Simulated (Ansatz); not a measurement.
# What BiH3 (model cell, started as ReO3 type) distorts into, part 2 of 3

Which phase does BiH3 (model cell, started as ReO3 type) fall into along its unstable mode, and how much energy does it gain?

Ansatz 0.2.0; DFT PBEsol, scalar-relativistic, plane waves, PAW.

So far, highest frequency on the path or at a solved wavevector (cm⁻¹): step 2 (response at finite wavevector) 1522. Also lowest frequency on the path (cm⁻¹): step 2 -1377.

The structure was built from a prototype and need not be the compound's stable phase.

## (4) The mode frozen in, largest atomic shift 0.22 Å

The atoms are moved along the unstable eigenvector, the largest shift by 0.22 Å, with the cell fixed.

Contents of input.yaml:

```yaml
crystal:
  lattice:
    - [4.1628261251, 0.0, 0.0]
    - [0.0, 4.1628261251, 0.0]
    - [0.0, 0.0, 8.3256522502]
  atoms:
    - { symbol: Bi, position: [-0.0002303797, -0.0002303797, 0.0] }
    - { symbol: Bi, position: [0.0002303797, 0.0002303797, 0.5] }
    - { symbol: H, position: [0.552840571, -0.0009275983, 0.0] }
    - { symbol: H, position: [0.447159429, 0.0009275983, 0.5] }
    - { symbol: H, position: [0.0009275983, 0.447159429, 0.5] }
    - { symbol: H, position: [-0.0009275983, 0.552840571, 0.0] }
    - { symbol: H, position: [0.0, 0.0, 0.25] }
    - { symbol: H, position: [0.0, 0.0, 0.75] }
kpoints:
  mp_grid: { grid: [8, 8, 4] }
hamiltonian:
  xc: pbesol
scf:
  occupations: { method: methfessel_paxton, width: 0.2 }
output:
  forces: true
  stress: true
  eigenvalues: true
```

On the command line:

```sh
$ ansatz run input.yaml --threads 4 --pin off --max-ram 7168MiB --backend cpu --events-out ev --progress --plain --runs-dir out
```

Numbers of over 12 decimals in the logs are rounded to 6 here.

What it wrote:

```text
[...]
Crystal: 8 atoms, lattice volume = 144.276 Å³
Basis set: ecut = 420 eV, 2787 PW (Γ), exchange–correlation on 60×60×120 points (8 copies of the dense FFT grid, shifted against one another)
Bands: 26, of which v1, the nominal top of the filled ones, is band 18 counted from 1 (17 counted from 0)
Symmetry: 8 space group operations
[...]
k-points: 63 of 256
[...]
k-point 0: bands = [... 14 lower, 1.3399, 1.6088, 2.9210, 3.5389, 3.8656, 4.1139, 4.4800, 5.1106, ... 4 higher]
  k-point 1: bands = [... 14 lower, 1.3088, 1.3356, 2.9558, 3.1598, 4.1574, 4.4150, 4.5579, 4.9909, ... 4 higher]
  k-point 2: bands = [... 14 lower, 1.3233, 1.3233, 3.0388, 3.0388, 4.2755, 4.2755, 4.7805, 4.7805, ... 4 higher]
  k-point 62: bands = [... 14 lower, -1.9388, -1.9388, -0.0509, -0.0509, 6.7700, 6.7700, 8.3133, 8.3133, ... 4 higher]
[key lines of the parts left out:]
SCF converged after 6 iterations
Free energy (F): -24574.233492 eV
Fermi energy:    3.700578 eV
P = ⅓ Tr σ = 2.2016 GPa (22.016 kbar)
```

It took 3.4 s on 4 threads of Arm Neoverse V2, shared host; peak memory 0.51 GiB.

This step gave:

```
pressure                         : 2.202 GPa
energy from the undistorted cell : -34.69 meV/atom
```

The energy, extrapolated to zero smearing, is -34.69 meV/atom against the undistorted cell.

The run ends at a pressure of 2.20 GPa, with forces up to 0.059 eV/Å.

## (5) Energy along the mode, all amplitudes (two of the runs are shown above)

An imaginary frequency means negative curvature, so the energy should fall and then rise again as anharmonic terms take over.

This step gave:

```
depth at the lowest point sampled  : 34.69 meV/atom
largest atomic shift at that point : 0.22 Å
```

Table of energy from the parent by largest atomic shift:

```
largest atomic shift (Å)  energy from the parent (meV/atom)
                   0.000                                  0
                   0.040                                 -3
                   0.080                              -10.7
                   0.140                              -24.2
                   0.220                              -34.7
                   0.320                              -17.5
                   0.450                               99.0
```

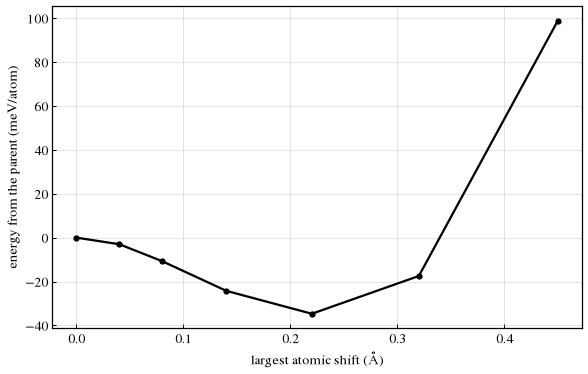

Energy from the parent, plotted against largest atomic shift.

Displacement at unit largest shift by atom:

```
atom  x (Å)  y (Å)  z (Å)  size
 Bi1   0.00   0.00   0.00  0.01
 Bi2   0.00   0.00   0.00  0.01
  H3   1.00  -0.02   0.00  1.00
  H4  -1.00   0.02   0.00  1.00
  H5   0.02  -1.00   0.00  1.00
  H6  -0.02   1.00   0.00  1.00
  H7   0.00   0.00   0.00  0.00
  H8   0.00   0.00   0.00  0.00
```

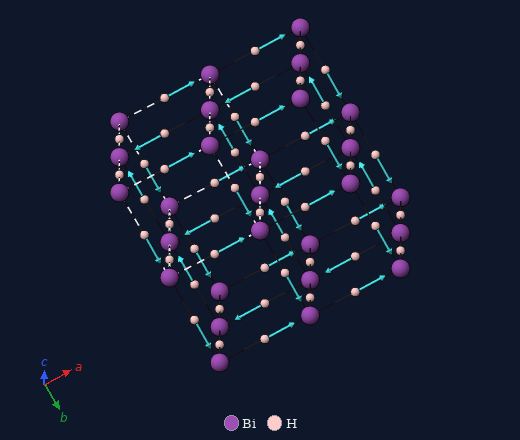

Displacement at unit largest shift as arrows, the longest 1.00 Å. 2×2×1 cells are drawn. Some periodic images of atoms are drawn too.

The lowest of the steps tried is at 0.22 Å, 34.7 meV/atom below the parent; the bottom of the well need not coincide with a step.

## (6) Relaxing from the distorted cell

Starting from the lowest point found, all atoms and the cell are let go, so that strain and other modes of the same symmetry can join in.

input.yaml, as its differences from that of step 4:

```diff
@@ -24 +24,6 @@
   eigenvalues: true
+relax:
+  adjacent_minimum: "off"
+  f_tol: 0.002
+  max_steps: 120
+  cell: { stress_tol: 0.03 }
```

What it wrote:

```text
[...]
Crystal: 8 atoms, lattice volume = 144.276 Å³
Basis set: ecut = 420 eV, 2787 PW (Γ), exchange–correlation on 60×60×120 points (8 copies of the dense FFT grid, shifted against one another)
Bands: 26, of which v1, the nominal top of the filled ones, is band 18 counted from 1 (17 counted from 0)
Symmetry: 8 space group operations
[...]
k-points: 63 of 256
[...]
SCF iter   1: F=—  HF=-24574.240188 eV  |F-HF|=—  |Δ(HF+E_count)|=         —  Δρ=6.58e-3  dr2=6.37e-2  ethr=1.77e-3  ⟨swp⟩=5.9  Hψ=7995  notcnv=0
[...]
SCF iter   6: F=-24574.233492 eV  HF=-24574.233492 eV  |F-HF|=5.06e-8  |Δ(HF+E_count)|=   1.57e-6  S|Δr|=    0.00e0  Δρ=5.89e-6  dr2=6.18e-8  ethr=2.78e-10  ⟨swp⟩=11.2  Hψ=9305  notcnv=0
SCF 1 converged in 6 iterations: F = -24574.233492 eV  dr2 = 6.18e-8
[...]
relax step   1: F+E_penalty+E_count = -24574.23349198 eV  Δ(F+E_penalty+E_count) = +0.000e0 eV  max|allowed force component| = 5.855e-2 eV/Å  Δτ_max = 0.0000 Å  P = +2.202 GPa  Ω = 144.276 Å³  (6 SCF iters, dr2 threshold 1.00e-7 eV, accepted)
Crystal: 8 atoms, lattice volume = 159.031 Å³
Basis set: ecut = 420 eV, 3113 PW (Γ), exchange–correlation on 60×60×120 points (8 copies of the dense FFT grid, shifted against one another)
[...]
SCF iter   5: F=-24574.400021 eV  HF=-24574.400020 eV  |F-HF|=5.32e-7  |Δ(HF+E_count)|=   1.34e-5  S|Δr|=    0.00e0  Δρ=2.29e-5  dr2=5.90e-7  ethr=2.22e-9  ⟨swp⟩=6.5  Hψ=9263  notcnv=0
SCF 2 converged in 5 iterations: F = -24574.400021 eV  dr2 = 5.90e-7
relax step   2: F+E_penalty+E_count = -24574.40002067 eV  Δ(F+E_penalty+E_count) = -1.665e-1 eV  max|allowed force component| = 2.318e-1 eV/Å  Δτ_max = 0.0879 Å  P = +0.007 GPa  Ω = 159.031 Å³  energy of the carried Pulay correction = -7.429e-3 eV  (5 SCF iters, dr2 threshold 8.00e-7 eV, accepted)
Crystal: 8 atoms, lattice volume = 165.148 Å³
Basis set: ecut = 420 eV, 3259 PW (Γ), exchange–correlation on 60×60×120 points (8 copies of the dense FFT grid, shifted against one another)
[...]
SCF iter   6: F=-24574.485495 eV  HF=-24574.485495 eV  |F-HF|=3.75e-7  |Δ(HF+E_count)|=   1.76e-6  S|Δr|=    0.00e0  Δρ=7.98e-6  dr2=1.32e-7  ethr=2.22e-9  ⟨swp⟩=7.7  Hψ=8290  notcnv=0
SCF 3 converged in 6 iterations: F = -24574.485495 eV  dr2 = 1.32e-7
relax step   3: F+E_penalty+E_count = -24574.48549509 eV  Δ(F+E_penalty+E_count) = -8.547e-2 eV  max|allowed force component| = 2.317e-1 eV/Å  Δτ_max = 0.1927 Å  P = -0.230 GPa  Ω = 165.148 Å³  energy of the carried Pulay correction = -1.030e-2 eV  (6 SCF iters, dr2 threshold 8.00e-7 eV, accepted)
[... from here on, the SCF cycles and remarks between the steps are left out ...]
relax step   4: F+E_penalty+E_count = -24574.50067260 eV  Δ(F+E_penalty+E_count) = -1.518e-2 eV  max|allowed force component| = 4.523e-1 eV/Å  Δτ_max = 0.1279 Å  P = +1.157 GPa  Ω = 170.952 Å³  energy of the carried Pulay correction = -1.293e-2 eV  (6 SCF iters, dr2 threshold 8.00e-7 eV, accepted)
relax step   5: F+E_penalty+E_count = -24574.53247951 eV  Δ(F+E_penalty+E_count) = -3.181e-2 eV  max|allowed force component| = 1.906e-2 eV/Å  Δτ_max = 0.0688 Å  P = -0.049 GPa  Ω = 170.984 Å³  energy of the carried Pulay correction = -1.294e-2 eV  (5 SCF iters, dr2 threshold 8.00e-7 eV, accepted)
relax step   6: F+E_penalty+E_count = -24574.53417867 eV  Δ(F+E_penalty+E_count) = -1.699e-3 eV  max|allowed force component| = 8.701e-3 eV/Å  Δτ_max = 0.0311 Å  P = +0.064 GPa  Ω = 170.753 Å³  energy of the carried Pulay correction = -1.284e-2 eV  (5 SCF iters, dr2 threshold 1.96e-7 eV, accepted)
relax step   7: F+E_penalty+E_count = -24574.53409305 eV  Δ(F+E_penalty+E_count) = +8.562e-5 eV  max|allowed force component| = 5.383e-3 eV/Å  Δτ_max = 0.0048 Å  P = +0.016 GPa  Ω = 171.752 Å³  energy of the carried Pulay correction = -1.328e-2 eV  (5 SCF iters, dr2 threshold 2.94e-8 eV, accepted)
relax step   8: F+E_penalty+E_count = -24574.53418218 eV  Δ(F+E_penalty+E_count) = -8.913e-5 eV  max|allowed force component| = 1.497e-3 eV/Å  Δτ_max = 0.0045 Å  P = +0.005 GPa  Ω = 171.886 Å³  energy of the carried Pulay correction = -1.334e-2 eV  (5 SCF iters, dr2 threshold 9.32e-9 eV, accepted)
relax step   9: F+E_penalty+E_count = -24574.53421215 eV  Δ(F+E_penalty+E_count) = -2.997e-5 eV  max|allowed force component| = 2.750e-3 eV/Å  Δτ_max = 0.0027 Å  P = -0.004 GPa  Ω = 171.904 Å³  energy of the carried Pulay correction = -1.335e-2 eV  (6 SCF iters, accepted)
relax step  10: F+E_penalty+E_count = -24574.53442812 eV  Δ(F+E_penalty+E_count) = -2.160e-4 eV  max|allowed force component| = 1.138e-2 eV/Å  Δτ_max = 0.0053 Å  P = -0.012 GPa  Ω = 171.289 Å³  energy of the carried Pulay correction = -1.308e-2 eV  (6 SCF iters, dr2 threshold 4.73e-10 eV, rejected (line search))
relax step  11: F+E_penalty+E_count = -24574.53431366 eV  Δ(F+E_penalty+E_count) = -1.015e-4 eV  max|allowed force component| = 5.673e-4 eV/Å  Δτ_max = 0.0020 Å  P = -0.002 GPa  Ω = 171.727 Å³  energy of the carried Pulay correction = -1.327e-2 eV  (7 SCF iters, accepted)
relax step  12: F+E_penalty+E_count = -24574.53440884 eV  Δ(F+E_penalty+E_count) = -9.517e-5 eV  max|allowed force component| = 2.200e-4 eV/Å  Δτ_max = 0.0031 Å  P = -0.001 GPa  Ω = 171.539 Å³  energy of the carried Pulay correction = -1.319e-2 eV  (7 SCF iters, accepted)
relax step  13: F+E_penalty+E_count = -24574.56025951 eV  Δ(F+E_penalty+E_count) = -2.585e-2 eV  max|allowed force component| = 2.229e-3 eV/Å  Δτ_max = 0.0000 Å  P = +0.143 GPa  Ω = 171.539 Å³  stress off target by 2.80e-1 GPa  SCF on the basis re-selected at this cell (its energy is not comparable with the rows above)  (8 SCF iters)
relax step  14: F+E_penalty+E_count = -24574.56401563 eV  Δ(F+E_penalty+E_count) = -3.756e-3 eV  max|allowed force component| = 1.225e-2 eV/Å  Δτ_max = 0.0289 Å  P = +0.075 GPa  Ω = 173.669 Å³  energy of the carried Pulay correction = -8.888e-4 eV  (6 SCF iters, dr2 threshold 1.97e-7 eV, accepted)
relax step  15: F+E_penalty+E_count = -24574.56684683 eV  Δ(F+E_penalty+E_count) = -2.831e-3 eV  max|allowed force component| = 3.511e-2 eV/Å  Δτ_max = 0.0557 Å  P = +0.035 GPa  Ω = 173.862 Å³  energy of the carried Pulay correction = -9.251e-4 eV  (6 SCF iters, dr2 threshold 7.15e-8 eV, accepted)
relax step  16: F+E_penalty+E_count = -24574.56784030 eV  Δ(F+E_penalty+E_count) = -9.935e-4 eV  max|allowed force component| = 6.225e-3 eV/Å  Δτ_max = 0.0109 Å  P = -0.028 GPa  Ω = 172.961 Å³  energy of the carried Pulay correction = -5.307e-4 eV  (5 SCF iters, dr2 threshold 7.70e-8 eV, accepted)
relax step  17: F+E_penalty+E_count = -24574.57006408 eV  Δ(F+E_penalty+E_count) = -2.224e-3 eV  max|allowed force component| = 2.347e-2 eV/Å  Δτ_max = 0.0424 Å  P = +0.019 GPa  Ω = 169.495 Å³  energy of the carried Pulay correction = +9.267e-4 eV  (7 SCF iters, dr2 threshold 4.02e-9 eV, accepted)
relax step  18: F+E_penalty+E_count = -24574.57255154 eV  Δ(F+E_penalty+E_count) = -2.487e-3 eV  max|allowed force component| = 3.826e-2 eV/Å  Δτ_max = 0.0492 Å  P = +0.078 GPa  Ω = 163.814 Å³  energy of the carried Pulay correction = +3.058e-3 eV  (6 SCF iters, dr2 threshold 3.44e-8 eV, accepted)
relax step  19: F+E_penalty+E_count = -24574.57218175 eV  Δ(F+E_penalty+E_count) = +3.698e-4 eV  max|allowed force component| = 1.065e-2 eV/Å  Δτ_max = 0.0151 Å  P = +0.008 GPa  Ω = 165.340 Å³  energy of the carried Pulay correction = +2.508e-3 eV  (5 SCF iters, dr2 threshold 9.15e-8 eV, accepted)
relax step  20: F+E_penalty+E_count = -24574.57247789 eV  Δ(F+E_penalty+E_count) = -2.961e-4 eV  max|allowed force component| = 6.653e-3 eV/Å  Δτ_max = 0.0094 Å  P = +0.008 GPa  Ω = 164.946 Å³  energy of the carried Pulay correction = +2.658e-3 eV  (5 SCF iters, dr2 threshold 7.08e-9 eV, accepted)
relax step  21: F+E_penalty+E_count = -24574.57282089 eV  Δ(F+E_penalty+E_count) = -3.430e-4 eV  max|allowed force component| = 7.754e-3 eV/Å  Δτ_max = 0.0101 Å  P = +0.015 GPa  Ω = 164.108 Å³  energy of the carried Pulay correction = +2.959e-3 eV  (6 SCF iters, dr2 threshold 2.77e-9 eV, accepted)
relax step  22: F+E_penalty+E_count = -24574.57317509 eV  Δ(F+E_penalty+E_count) = -3.542e-4 eV  max|allowed force component| = 2.340e-3 eV/Å  Δτ_max = 0.0089 Å  P = +0.000 GPa  Ω = 163.164 Å³  energy of the carried Pulay correction = +3.288e-3 eV  (6 SCF iters, dr2 threshold 3.76e-9 eV, accepted)
relax step  23: F+E_penalty+E_count = -24574.57328469 eV  Δ(F+E_penalty+E_count) = -1.096e-4 eV  max|allowed force component| = 1.573e-3 eV/Å  Δτ_max = 0.0044 Å  P = +0.008 GPa  Ω = 162.856 Å³  energy of the carried Pulay correction = +3.395e-3 eV  (6 SCF iters, dr2 threshold 3.42e-10 eV, accepted)
relax step  24: F+E_penalty+E_count = -24574.57322734 eV  Δ(F+E_penalty+E_count) = +5.735e-5 eV  max|allowed force component| = 1.623e-4 eV/Å  Δτ_max = 0.0017 Å  P = -0.000 GPa  Ω = 163.027 Å³  energy of the carried Pulay correction = +3.336e-3 eV  (6 SCF iters, accepted)
relax step  25: F+E_penalty+E_count = -24574.57729064 eV  Δ(F+E_penalty+E_count) = -4.063e-3 eV  max|allowed force component| = 1.272e-3 eV/Å  Δτ_max = 0.0000 Å  P = +0.037 GPa  Ω = 163.027 Å³  stress off target by 1.22e-1 GPa  SCF on the basis re-selected at this cell (its energy is not comparable with the rows above)  (7 SCF iters)
relax step  26: F+E_penalty+E_count = -24574.58261679 eV  Δ(F+E_penalty+E_count) = -5.326e-3 eV  max|allowed force component| = 3.061e-2 eV/Å  Δτ_max = 0.0605 Å  P = +0.112 GPa  Ω = 157.890 Å³  energy of the carried Pulay correction = +2.291e-3 eV  (6 SCF iters, dr2 threshold 3.73e-8 eV, accepted)
relax step  27: F+E_penalty+E_count = -24574.58386621 eV  Δ(F+E_penalty+E_count) = -1.249e-3 eV  max|allowed force component| = 1.500e-2 eV/Å  Δτ_max = 0.0335 Å  P = +0.054 GPa  Ω = 156.743 Å³  energy of the carried Pulay correction = +2.828e-3 eV  (5 SCF iters, dr2 threshold 9.70e-8 eV, accepted)
relax step  28: F+E_penalty+E_count = -24574.58370710 eV  Δ(F+E_penalty+E_count) = +1.591e-4 eV  max|allowed force component| = 2.312e-3 eV/Å  Δτ_max = 0.0050 Å  P = +0.003 GPa  Ω = 157.332 Å³  energy of the carried Pulay correction = +2.557e-3 eV  (5 SCF iters, dr2 threshold 2.09e-8 eV, accepted)
relax step  29: F+E_penalty+E_count = -24574.58364331 eV  Δ(F+E_penalty+E_count) = +6.379e-5 eV  max|allowed force component| = 2.573e-3 eV/Å  Δτ_max = 0.0025 Å  P = -0.005 GPa  Ω = 157.501 Å³  energy of the carried Pulay correction = +2.481e-3 eV  (6 SCF iters, dr2 threshold 3.34e-10 eV, accepted)
relax step  30: F+E_penalty+E_count = -24574.58357029 eV  Δ(F+E_penalty+E_count) = +7.302e-5 eV  max|allowed force component| = 6.763e-4 eV/Å  Δτ_max = 0.0025 Å  P = -0.001 GPa  Ω = 157.673 Å³  energy of the carried Pulay correction = +2.402e-3 eV  (6 SCF iters, dr2 threshold 4.14e-10 eV, accepted)
relax step  31: F+E_penalty+E_count = -24574.58254645 eV  Δ(F+E_penalty+E_count) = +1.024e-3 eV  max|allowed force component| = 7.049e-4 eV/Å  Δτ_max = 0.0000 Å  P = -0.007 GPa  Ω = 157.673 Å³  stress off target by 3.09e-2 GPa  SCF on the basis re-selected at this cell (its energy is not comparable with the rows above)  (7 SCF iters)
relax step  32: F+E_penalty+E_count = -24574.58354962 eV  Δ(F+E_penalty+E_count) = -1.003e-3 eV  max|allowed force component| = 2.121e-3 eV/Å  Δτ_max = 0.0224 Å  P = +0.011 GPa  Ω = 156.022 Å³  energy of the carried Pulay correction = +7.532e-4 eV  (7 SCF iters, dr2 threshold 2.38e-9 eV, accepted)
relax step  33: F+E_penalty+E_count = -24574.58338082 eV  Δ(F+E_penalty+E_count) = +1.688e-4 eV  max|allowed force component| = 1.034e-3 eV/Å  Δτ_max = 0.0048 Å  P = -0.003 GPa  Ω = 156.423 Å³  energy of the carried Pulay correction = +5.708e-4 eV  (6 SCF iters, dr2 threshold 2.81e-10 eV, accepted)
[...]
SCF iter   5: F=-24574.582861 eV  HF=-24574.582861 eV  |F-HF|=1.24e-10  |Δ(HF+E_count)|=  7.79e-10  S|Δr|=    0.00e0  Δρ=8.73e-8  dr2=2.51e-11  ethr=1.00e-12  ⟨swp⟩=8.7  Hψ=8568  notcnv=0
[...]
SCF 34 converged in 5 iterations: F = -24574.582861 eV  dr2 = 2.51e-11
relax step  34: F+E_penalty+E_count = -24574.58286113 eV  Δ(F+E_penalty+E_count) = +5.197e-4 eV  max|allowed force component| = 1.004e-3 eV/Å  Δτ_max = 0.0000 Å  P = -0.005 GPa  Ω = 156.423 Å³  stress off target by 1.05e-2 GPa  SCF on the basis re-selected at this cell (its energy is not comparable with the rows above)  (5 SCF iters)
[...]
SCF converged after 5 iterations
[...]
Free energy (F): -24574.582861 eV
[...]
Internal energy: -24574.583690 eV  (E = F + TS)
E sigma→0 (E₀):  -24574.583068 eV
Entropy (-TS):   0.000829 eV (0.104 meV/atom)
Fermi energy:    2.860433 eV
[...]
--- Forces (eV/Å), atoms counted from 1 ---
  atom   1  Bi    -0.00100365    -0.00100365     0.00000000
  atom   2  Bi     0.00100365     0.00100365     0.00000000
  atom   3  H      0.00086128    -0.00002801     0.00000000
  atom   4  H     -0.00086128     0.00002801     0.00000000
  atom   5  H      0.00002801    -0.00086128     0.00000000
  atom   6  H     -0.00002801     0.00086128     0.00000000
  atom   7  H      0.00000000    -0.00000000    -0.00000000
  atom   8  H      0.00000000    -0.00000000     0.00000000
  max |Σ_I F_I| component: 1.53e-30 eV/Å
--- Stress (GPa, compression-positive) ---
       -0.004768      -0.005757       0.000000
       -0.005757      -0.004768       0.000000
        0.000000       0.000000      -0.004951
  P = ⅓ Tr σ = -0.0048 GPa (-0.048 kbar)
--- Band table (eV; the first three rows and the last of 63) ---
  k-point 0: bands = [... 14 lower, 0.4883, 0.7120, 0.7881, 2.2448, 3.1961, 4.6039, 4.7693, 4.7779, ... 4 higher]
  k-point 1: bands = [... 14 lower, 0.3517, 0.4650, 0.8262, 1.2173, 3.9813, 4.7117, 4.7610, 4.7677, ... 4 higher]
  k-point 2: bands = [... 14 lower, 0.4085, 0.4085, 0.9334, 0.9334, 4.3381, 4.3381, 4.7552, 4.7552, ... 4 higher]
  k-point 62: bands = [... 14 lower, -0.9230, -0.9230, -0.4670, -0.4670, 6.1148, 6.1148, 7.0269, 7.0269, ... 4 higher]
--- Relaxed structure (30 steps of the walk, 29 accepted, 4 SCFs on fresh bases) ---
  F+E_penalty+E_count = -24574.58286113 eV   max|allowed force component| = 1.004e-3 eV/Å   (the final SCF, on the basis selected at the relaxed cell)
  cell:  # Å, volume = 156.4230 Å³
    - [4.466459, -0.977542, 0.0]
    - [-0.977542, 4.466459, 0.0]
    - [0.0, 0.0, 8.235534]
  atoms:
    - { symbol: Bi, position: [0.059726, 0.059726, 0] }
    - { symbol: Bi, position: [-0.059726, -0.059726, 0.5] }
    - { symbol: H, position: [0.630468, -0.035643, 0] }
    - { symbol: H, position: [0.369532, 0.035643, 0.5] }
    - { symbol: H, position: [0.035643, 0.369532, 0.5] }
    - { symbol: H, position: [-0.035643, 0.630468, 0] }
    - { symbol: H, position: [-1.790584019566464e-18, -1.298173414185727e-19, 0.25] }
    - { symbol: H, position: [-1.7905840195664664e-18, -1.298173414185733e-19, 0.750000] }
```

Wall time 2.2 min (4 threads); peak memory 0.59 GiB.

(Part 2 of 3 ends here.)

[Logs are printed without paths, hosts, clocks, repeated set-up lines and the standing remarks that a program may print on its own settings, such as how far it seeks lower states.]

[Hosts, paths, dates, database ids (printed as entryN), source tags and the programs' standing remarks are cut or masked in the printed files.]
